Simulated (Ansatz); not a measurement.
A series of calculations on CH7F2NSi2

Part 1: Relaxation

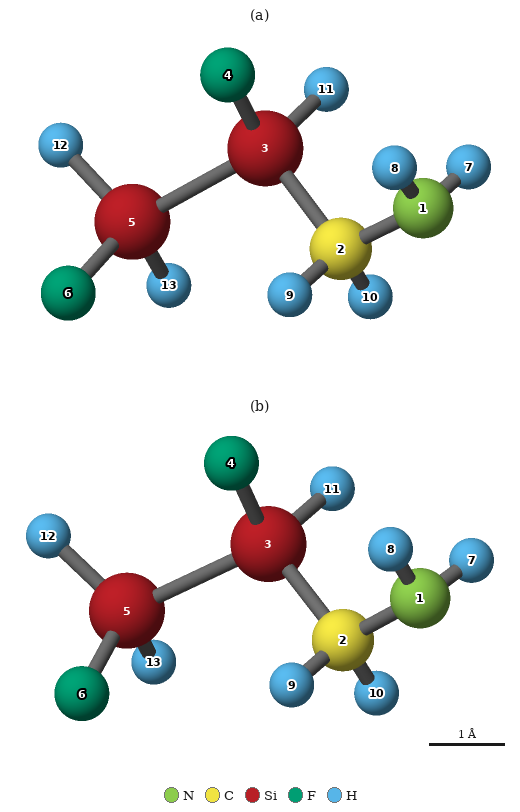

The structure of CH7F2NSi2 before (top) and after (bottom) a relaxation, at one scale.

The picture is a ball-and-stick view, seen at a tilt.

The run prepares an end point of a later path (inversion) calculation, from a guessed geometry.

These are results of RKS BHLYP-D4/def2-SVP (Ansatz), not measurements. Settings: no spin polarisation; force threshold 0.015 eV/Å; at most 40 steps.

**Describe what moved and what it gained.**

The atom that moves furthest after the best rigid fit is H13 (0.37 Å). Largest moves by element: H 0.37 Å, F 0.23 Å, Si 0.15 Å, N 0.14 Å, C 0.05 Å. Near-neighbour distances that change, for instance: Si3–F4 1.536 → 1.629 Å, Si5–H12 1.520 → 1.478 Å, N1–H7 0.973 → 1.010 Å, Si5–H13 1.451 → 1.481 Å. Among the angles between lasting bonds that change: C2–Si3–Si5 108.1° → 113.1°, C2–Si3–F4 111.0° → 106.1°, Si3–Si5–F6 110.9° → 106.3°. After 13 accepted moves (14 points after the start) the energy has fallen by 32.5 kJ/mol. Largest force component: 3.3 eV/Å at the start, 0.011 eV/Å at the end. The line search rejected the trial step at point 6 of the run.

Part 2: Relaxation

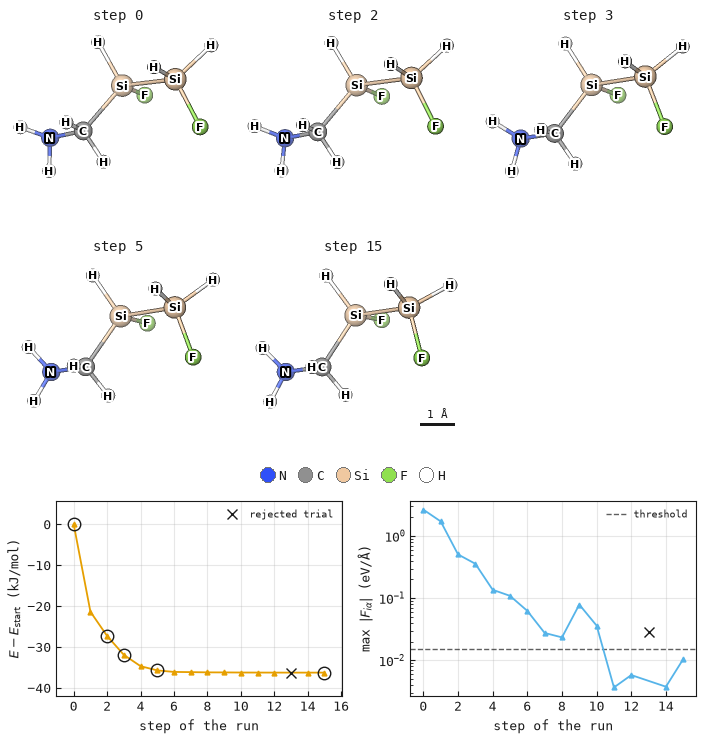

Frames of a relaxation of CH$_{7}$F$_{2}$NSi$_{2}$, marked on the history of the run. Style: ball-and-stick. Shown from a free direction.

The run prepares an end point of a later path (inversion) calculation, from a guessed geometry.

Method: RKS BHLYP-D4/def2-SVP in Ansatz. (no spin polarisation; force threshold 0.015 eV/Å; at most 40 steps)

Q: Describe the path.

A: The energy falls by 36.2 kJ/mol in 14 accepted moves (15 points after the start). Largest force component: 2.7 eV/Å at the start, 0.011 eV/Å at the end. The line search rejected the trial step at point 13 of the run. The forces were under the threshold at step 11, but the run went on from there. The largest moves after the best rigid fit, 0.53 Å, are those of H atoms. Largest moves by element: H 0.53 Å, F 0.47 Å, C 0.21 Å, Si 0.10 Å, N 0.10 Å. Near-neighbour distances that change, for instance: F–Si 1.536 → 1.622 Å, H–Si 1.520 → 1.479 Å, H–N 0.973 → 1.010 Å, H–Si 1.451 → 1.482 Å. Among the angles between lasting bonds that change: N–C–H 108.7° → 115.5°, Si–Si–F 110.9° → 105.9°, C–N–H 108.1° → 111.6°. Groups turn about C–N by about 45°, Si–Si by about 25°. From step 0 to 2: an H atom moves most (0.12 Å), energy −27.3 kJ/mol. From step 2 to 3: an H atom moves most (0.20 Å), energy −4.62 kJ/mol. From step 3 to 5: an H atom moves most (0.32 Å), energy −3.78 kJ/mol. From step 5 to 15: an F atom moves most (0.23 Å), energy −0.55 kJ/mol.

```csv
step,"E − E(0), kJ/mol","largest force component, eV/Å",note
0,0.00,2.6504,
1,-21.35,1.7146,
2,-27.28,0.5055,
3,-31.90,0.3573,
4,-34.65,0.1365,
5,-35.68,0.1091,
6,-36.06,0.0625,
7,-36.10,0.0276,
8,-36.16,0.0234,
9,-36.18,0.0789,
10,-36.20,0.0362,
11,-36.21,0.0037,
12,-36.22,0.0058,
13,-36.22,0.0284,rejected
14,-36.23,0.0038,
15,-36.23,0.0105,
```

Part 3: Path

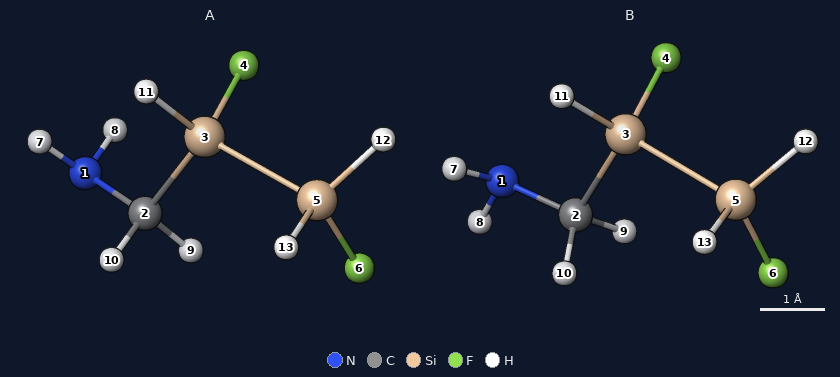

The two relaxed end points of a path for CH7F2NSi2. Style: ball-and-stick. Shown from a free direction.

Level of theory: Ansatz 0.2.0, RKS BHLYP-D4/def2-SVP.

Input
```yaml
crystal:
  periodic: [false, false, false]
  atoms:
    - { symbol: "N", position_ang: [-1.90016, -0.51308, -1.534464] }
    - { symbol: C, position_ang: [-0.714558, 0.198625, -1.074625] }
    - { symbol: Si, position_ang: [0.132164, -0.599133, 0.400679] }
    - { symbol: F, position_ang: [-1.034009, -0.846648, 1.511236] }
    - { symbol: Si, position_ang: [1.78245, 0.76203, 1.361723] }
    - { symbol: F, position_ang: [1.209645, 2.281444, 1.304055] }
    - { symbol: H, position_ang: [-1.669921, -1.444395, -1.851626] }
    - { symbol: H, position_ang: [-2.568497, -0.617355, -0.783853] }
    - { symbol: H, position_ang: [-0.991498, 1.224978, -0.807418] }
    - { symbol: H, position_ang: [-0.005021, 0.304199, -1.903949] }
    - { symbol: H, position_ang: [0.665889, -1.937263, 0.046684] }
    - { symbol: H, position_ang: [2.077678, 0.429592, 2.771583] }
    - { symbol: H, position_ang: [3.036337, 0.722208, 0.574775] }
basis:
  gaussian: { orbitals: def2-SVP }
hamiltonian:
  xc: { name: BHLYP }
  dispersion: d4
neb:
  order_check: false
  images: 5
  f_tol: 0.05
  max_iterations: 60
  initial_path: idpp
  final_atoms:
    - { symbol: "N", position_ang: [-1.8775787, -0.70067686, -1.36450147] }
    - { symbol: C, position_ang: [-0.85502223, 0.16372884, -0.8108073] }
    - { symbol: Si, position_ang: [0.08730819, -0.67128589, 0.57523824] }
    - { symbol: F, position_ang: [-0.88520119, -0.92104256, 1.84879423] }
    - { symbol: Si, position_ang: [1.82670971, 0.74696947, 1.25924739] }
    - { symbol: F, position_ang: [1.28779693, 2.26225258, 1.01793982] }
    - { symbol: H, position_ang: [-1.4727714, -1.48946724, -1.84783333] }
    - { symbol: H, position_ang: [-2.45858819, -0.21134614, -2.02992844] }
    - { symbol: H, position_ang: [-1.32538416, 1.04428484, -0.35736376] }
    - { symbol: H, position_ang: [-0.12694105, 0.56664631, -1.53875923] }
    - { symbol: H, position_ang: [0.59404818, -1.99624099, 0.14566905] }
    - { symbol: H, position_ang: [2.18423696, 0.60222813, 2.68677465] }
    - { symbol: H, position_ang: [3.04188596, 0.56915151, 0.43033016] }
```

Launched with:
```bash
ansatz run input.yaml --threads 2 --pin off --max-ram 3072MiB --backend cpu --events-out ev --progress --plain --runs-dir out
```

> Predict the minimum-energy path and its barrier.

The energy climbs by 4.45 kcal/mol to image 3 and then falls by 4.29 kcal/mol, so the end point sits at +0.16 kcal/mol. The motion is an umbrella inversion at N1. No bond forms or breaks between the ends. Among the angles between lasting bonds that change up to the highest image: H7–N1–H8 106.8° → 117.5°, C2–N1–H7 111.3° → 121.2°. The band converged in 5 iterations. The largest component of the band force went from 1.1 to 0.04 eV/Å. The climbing image converged on the top of the path. Its vibrational analysis gives one imaginary mode (655i cm⁻¹), as a transition state must have.

Energies of the converged images:

| image | path (Å) | E (kcal/mol) |
| --- | --- | --- |
| 0 | 0.00 | 0.00 |
| 1 | 0.37 | 0.16 |
| 2 | 0.74 | 0.99 |
| 3 | 1.11 | 4.45 |
| 4 | 1.46 | 1.16 |
| 5 | 1.81 | 0.33 |
| 6 | 2.16 | 0.16 |

The geometry at the top of the path:

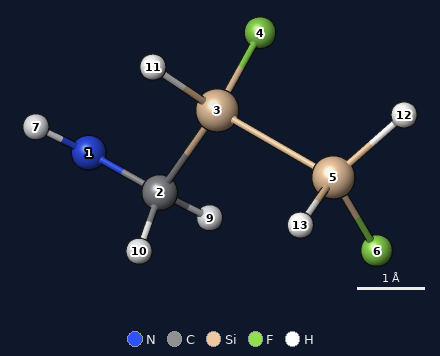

The run took 120 s on 2 threads of Arm Neoverse V2 (shared host), peak memory 0.32 GiB.
